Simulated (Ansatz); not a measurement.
## Ge (diamond structure), cut as [100] wire, round, centred on atom, 1.05 nm across, core Ge to 0.8 of the radius, shell Si

The numbers are results of PBE (plane waves to 420 eV, PAW; Ansatz, an electronic-structure program), not measurements.

k-points: Γ-centred 1×1×5 mesh; occupations: Fermi-Dirac, 0.020 eV; spin polarisation not allowed. No spin-orbit coupling.

 The relaxation kept the symmetry of its start, so a lower minimum of less symmetry isn't excluded.

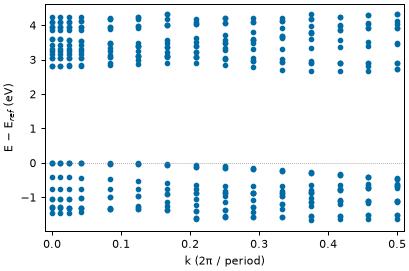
Figure. Levels along the axis at 15 k-points, drawn as points, zero at the top of the valence band

Electronic character: not metallic; Kohn-Sham band gap: 2.65 eV. Only levels within the plotted window are shown.
